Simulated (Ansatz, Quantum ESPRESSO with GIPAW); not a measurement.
# Solid-state NMR of Al2O3 (Corundum) by GIPAW

Aim: the magnetic shielding tensor of every site in Al2O3 (Corundum) and the field gradients at its nuclei.

Solid-state NMR of this phase has given these values. 27Al quadrupolar coupling 2.38 MHz and 27Al asymmetry η_Q 0, in “\it Ab initio 27Al NMR chemical shifts and quadrupolar parameters for Al2O3 phases and their precursors” (2011; arXiv:1110.0231), quoting earlier work. 27Al quadrupolar coupling 2.4 MHz, in “NMR spectroscopy of electroceramics – Applications to lead-free perovskite oxides” (Groszewicz, Open Ceramics 5, 100083, 2021), quoting earlier work. 17O quadrupolar coupling 2.17 MHz, in “Synthesis and multinuclear magnetic resonance studies of some nitrogen-containing ceramic phases” (Leach, Durham University PhD thesis, 1990), quoting earlier work. Signs of C_Q are not measured.

Main program and level: Quantum ESPRESSO with GIPAW 8.0dev (patched build); DFT, PBE, plane-wave PAW (pslibrary 1.0.0 recipes), scalar-relativistic, GIPAW; a patched development version of the program.

Report form: the programs' logs are mostly left out.

**1. The structure**

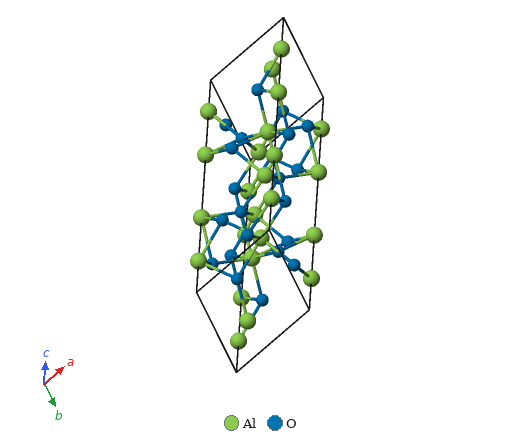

The starting structure, seen from a free direction (aluminium green, oxygen blue). This picture shows the conventional cell, with its axes. Some periodic images of atoms are drawn too.

As a file:

```cif
data_structure
_symmetry_space_group_name_H-M 'P 1'
_symmetry_Int_Tables_number 1
_cell_length_a 5.1302
_cell_length_b 5.1302
_cell_length_c 5.1302
_cell_angle_alpha 55.287
_cell_angle_beta 55.287
_cell_angle_gamma 55.287
_cell_volume 85.02
loop_
_atom_site_label
_atom_site_type_symbol
_atom_site_fract_x
_atom_site_fract_y
_atom_site_fract_z
_atom_site_occupancy
Al1 Al 0.85216 0.85216 0.85216 1
Al2 Al 0.64784 0.64784 0.64784 1
Al3 Al 0.14784 0.14784 0.14784 1
Al4 Al 0.35216 0.35216 0.35216 1
O5 O 0.05668 0.75000 0.44332 1
O6 O 0.75000 0.44332 0.05668 1
O7 O 0.44332 0.05668 0.75000 1
O8 O 0.94332 0.25000 0.55668 1
O9 O 0.25000 0.55668 0.94332 1
O10 O 0.55668 0.94332 0.25000 1
```

The cell is an entry of the Crystallography Open Database.

**2. Ground state**

GIPAW is a response on top of the ground state, so the wavefunctions come first. Their errors pass straight into the induced current, hence the tight threshold. No empty states are asked for: the response is solved without them. The mesh has a spacing of 0.40 Å⁻¹ at most. The PAW files were made with ld1.x from the pslibrary 1.0.0 recipes, with GIPAW reconstruction switched on.

scf.in

```
&control
  calculation = 'scf'
  prefix = 'x'
  outdir = './tmp/'
  pseudo_dir = './'
/
&system
  ibrav = 0
  nat = 10
  ntyp = 2
  ecutwfc = 55
  ecutrho = 330
  nbnd = 24
/
&electrons
  conv_thr = 1.0d-10
  mixing_beta = 0.7
  electron_maxstep = 100
/
ATOMIC_SPECIES
  Al 26.982 Al.pbe-n-kjpaw_psl.1.0.0-gipaw.UPF
  O 15.999 O.pbe-n-kjpaw_psl.1.0.0-gipaw.UPF
CELL_PARAMETERS angstrom
  2.38025000 1.37423798 4.33186667
  -2.38025000 1.37423798 4.33186667
  0.00000000 -2.74847596 4.33186667
ATOMIC_POSITIONS crystal
  Al 0.85216000 0.85216000 0.85216000
  Al 0.64784000 0.64784000 0.64784000
  Al 0.14784000 0.14784000 0.14784000
  Al 0.35216000 0.35216000 0.35216000
  O 0.05668000 0.75000000 0.44332000
  O 0.75000000 0.44332000 0.05668000
  O 0.44332000 0.05668000 0.75000000
  O 0.94332000 0.25000000 0.55668000
  O 0.25000000 0.55668000 0.94332000
  O 0.55668000 0.94332000 0.25000000
K_POINTS automatic
  4 4 4 0 0 0
```

Command:

```bash
mpirun -np 8 pw.x -nk 8 -in scf.in > scf.out
```

Wall time 49 s (8 MPI ranks of Arm Neoverse V1, shared host); peak memory 1.2 GiB.

It converged in 30 cycles to an estimated accuracy of 2e-12 Ry, on 13 irreducible k-points.

**3. GIPAW: job nmr**

A uniform field breaks periodicity, so gipaw.x applies it as a wave of small q and takes the limit. It solves for the first-order states, builds the induced current and gets the field at each nucleus by Biot–Savart; the PAW spheres add what the smooth waves miss near the nuclei. pawproj makes the reconstruction use the PAW data sets' own projectors.

nmr.in

```
&inputgipaw
  job = 'nmr'
  prefix = 'x'
  tmp_dir = './tmp/'
  restart_mode = 'from_scratch'
  verbosity = 'low'
  q_gipaw = 0.01
  spline_ps = .true.
  conv_threshold = 1.0d-14
  use_nmr_macroscopic_shape = .false.
  pawproj(1) = .true.
  pawproj(2) = .true.
/
```

Command:

```bash
mpirun -np 8 gipaw.x -in nmr.in > nmr.out
```

Wall time 3.1 min (8 MPI ranks); peak memory 0.74 GiB.

The f-sum rule is met to 0.0071 of 46.1 (0.02 %). Converged shieldings require that this miss be small, but a small miss does not prove them. gipaw.x warns that with these symmetry operations the susceptibility and the shape term are unreliable; the other terms are not touched.

From the symmetric part of each tensor, with principal values σ11 ≤ σ22 ≤ σ33: σ_iso is their mean, the span is σ33 − σ11 and the skew 3(σ_iso − σ22)/span. (gipaw.x prints an anisotropy in another convention.)

```csv
site,atom no.,atoms in cell,σ_iso (ppm),span (ppm),skew
Al,1,4,533.1,12.0,-1.00
O,5,6,168.3,7.4,-0.35
```

The macroscopic shape term is switched off. For a spherical sample the valence susceptibility of this run would add about 10 ppm to every site, a rough estimate, since the susceptibility converges slowly and lacks part of the PAW terms, above all in hexagonal and trigonal cells. Differences within the crystal don't depend on it, but shieldings of different compounds can't be compared to better than a few ppm without it.

An axis of order three or more runs through Al, so two principal values coincide and the skew is ±1. In this run the largest span is that of Al (site symmetry 3), with principal values 525.1, 537.1 and 537.1 ppm.

**4. Field gradients**

27Al and 17O have a quadrupole moment, which couples to the field gradient and broadens the lines. The gradient is a property of the ground-state density and needs no response; it is taken from a second code that counts the whole PAW charge. C_Q = eQV_zz/h, with Q = 0.1466 barn for 27Al, -0.02558 barn for 17O.

This step: DFT, PBE, plane-wave PAW, default files (PAW set soft_2), scalar-relativistic, field gradients (Ansatz 0.2.0), on the same atoms.

The gradients were asked for in a first single point on this cell, whose log ends:

```text
[... set-up, SCF cycles and energies left out ...]
--- PAW observables at the nuclei: V_zz in 10²¹ V/m², potentials from the cell's mean, atoms counted from 1 ---
  atom   1  Al V_zz =    +0.571881   η = 0.0000   by run symmetry: allowed   C_q = +2.0272 MHz
  atom   2  Al V_zz =    +0.571881   η = 0.0000   by run symmetry: allowed   C_q = +2.0272 MHz
  atom   3  Al V_zz =    +0.571881   η = 0.0000   by run symmetry: allowed   C_q = +2.0272 MHz
  atom   4  Al V_zz =    +0.571881   η = 0.0000   by run symmetry: allowed   C_q = +2.0272 MHz
  atom   5  O  V_zz =    -3.882694   η = 0.5071   by run symmetry: allowed   C_q = +2.4015 MHz
  atom   6  O  V_zz =    -3.882694   η = 0.5071   by run symmetry: allowed   C_q = +2.4015 MHz
  atom   7  O  V_zz =    -3.882694   η = 0.5071   by run symmetry: allowed   C_q = +2.4015 MHz
  atom   8  O  V_zz =    -3.882694   η = 0.5071   by run symmetry: allowed   C_q = +2.4015 MHz
  atom   9  O  V_zz =    -3.882694   η = 0.5071   by run symmetry: allowed   C_q = +2.4015 MHz
  atom  10  O  V_zz =    -3.882694   η = 0.5071   by run symmetry: allowed   C_q = +2.4015 MHz
[the lines on potentials at the nuclei are left out]
```

Wall time 1.2 s (8 threads of Arm Neoverse V1, shared host); peak memory 0.43 GiB.

The same from gipaw.x, job efg (1.5 s), which warns that it leaves out the neighbours' augmentation charge. V_zz in 10²¹ V/m²:

```csv
site,Ansatz,gipaw.x,"η_Q, first","η_Q, second"
Al,0.572,0.559,0.00,0.00
O,-3.883,-3.788,0.51,0.49
```

Gradients over 0.05 agree within 3 %.

Among nuclei of half-integer spin the second-order effect is largest for 17O on O (spin 5/2, C_Q 2.40 MHz): at 9.4 T it moves the centre of gravity of the MAS line by -13 ppm from δ_iso, and by a quarter of that at twice the field, by δ_Q = −(3/40)(C_Q/ν0)²(1 + η²/3)[I(I+1) − 3/4]/[I²(2I−1)²] × 10⁶ ppm with ν0 = 54.3 MHz.

**5. From shieldings to shifts**

Covalently bonded atoms count as neighbours within 1.18 times the sum of their radii. Otherwise a cation's neighbours lie within 1.2 times its shortest bond (1.3 for large cations, each anion's radius taken off where they differ), and an anion's are the cations that count it.

```csv
site,atom no.,atoms in cell,surroundings,bonds (Å),σ_iso (ppm),C_Q (MHz),η_Q
Al,1,4,AlO6,1.85 to 1.97,533.1,2.03,0.00
O,5,6,bound to Al4,1.85 to 1.97,168.3,2.40,0.51
```

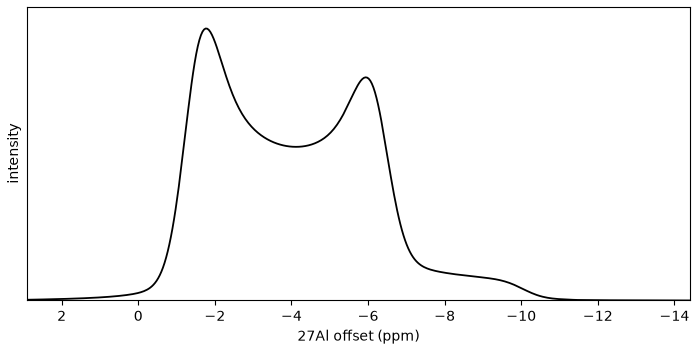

Simulated spectrum: 27Al fast MAS, 7.05 T (78.3 MHz), central transition to second order, lines broadened by 1 ppm; the axis counts ppm from the isotropic position of Al, as −Δσ; rigid lattice, with dipolar and J couplings and satellite transitions left out. Most prominent maxima (ppm: height): -1.8: 1.00, -5.9: 0.82.

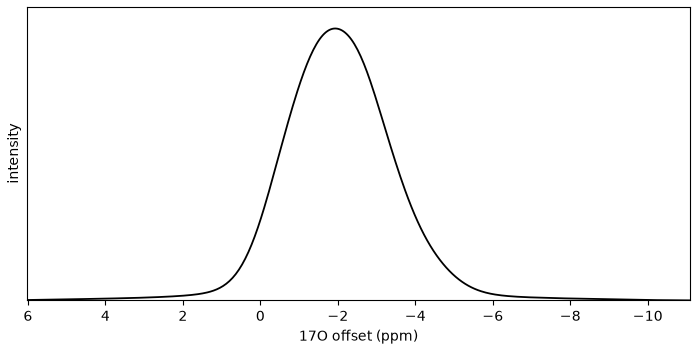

Simulated spectrum: 17O fast MAS, 23.5 T (135.7 MHz), central transition to second order, lines broadened by 1.5 ppm; the axis counts ppm from the isotropic position of O, as −Δσ; rigid lattice, with dipolar and J couplings and satellite transitions left out. Most prominent maxima (ppm: height): -1.9: 1.00.

**6. What the settings change**

Each row names what was changed: another functional shows how far the paramagnetic term hangs on the exchange-correlation form; another cutoff tests the basis; another mesh tests the sampling of the zone.

Changes of σ_iso (ppm) against the run above (PBE, cutoffs 55 and 330 Ry, mesh 4×4×4, 31 min). Times are CPU times of pw.x and gipaw.x together, on 8 MPI ranks of Arm Neoverse V1, shared host; on a shared host they are rough. A run is marked as doubtful where the f-sum miss passes 0.015 electrons, or that much for each three atoms in larger cells (with Tl, Pb, Hg, Bi or Sn a third of that, or a mesh spacing over 0.26 Å⁻¹), or where the susceptibility is unphysically large.

```csv
run,CPU time,f-sum miss,Al,O
LDA,27 min,0.0072,-12.4,-15.1
cutoffs 40 and 330 Ry (coarse on purpose),18 min,0.044,+0.1,-0.3
mesh 2×2×2 (marked),11 min,0.42,-9.1,-57.3
```

The largest move is -57.3 ppm, on O, from mesh 2×2×2.

**7. Comparison with the measured values**

```csv
quantity,site,measured,calculated,difference
27Al quadrupolar coupling (MHz),Al,2.38,2.03,-0.35
27Al asymmetry η_Q (),Al,0,0.00,+0.00
27Al quadrupolar coupling (MHz),Al,2.4,2.03,-0.37
17O quadrupolar coupling (MHz),O,2.17,2.40,+0.23
```

**8. What came out**

- 27Al shielding without shape term: 533.1 ppm
- 27Al size of C_Q: 2.03 MHz
- 17O shielding without shape term: 168.3 ppm
- 17O size of C_Q: 2.40 MHz

What this shows: 27Al has one site (AlO6), with isotropic shielding 533.1 ppm (shape term left out) and C_Q 2.03 MHz. A shift needs a reference, δ = σ_ref − σ, fixed on measured compounds; for 27Al of this kind at this level too few were at hand, or they scattered too widely about a line, so none is given. The couplings are off by up to 15.6 %. The cause was not traced; the calculation is for static atoms, and field gradients are sensitive to small errors of the structure. A finer mesh and a higher cutoff were not carried through on these files. The cheaper run with cutoffs 40 and 330 Ry takes about 60 % of the time and is off by 0.066 ppm on Al, and by 0.31 ppm at most. The largest change with the functional is 15.1 ppm in absolute shielding; part of that drops out once each functional has its own reference line. In PBE checks against another PAW code, field gradients made this way came out 2 to 6 % larger on O (three silicas and corundum) and 10 % smaller on Al (corundum alone). This build of gipaw.x prints that it is not audited and that its numbers are no references by themselves. It also reports spline_ps as false although the input sets it; why was not traced. pw.x warned of eigenvalues not converged in some cycles of 2 ground-state runs, which then met the threshold.

[Logs are printed without paths, hosts, clocks, repeated set-up lines and the standing remarks that a program may print on its own settings, such as how far it seeks lower states.]

[Hosts, paths, dates, database ids (printed as entryN), source tags and the programs' standing remarks are cut or masked in the printed files.]

[Where no reference line passes its bar on scatter, no shift is given, so a measured shift of this compound may stand uncompared.]
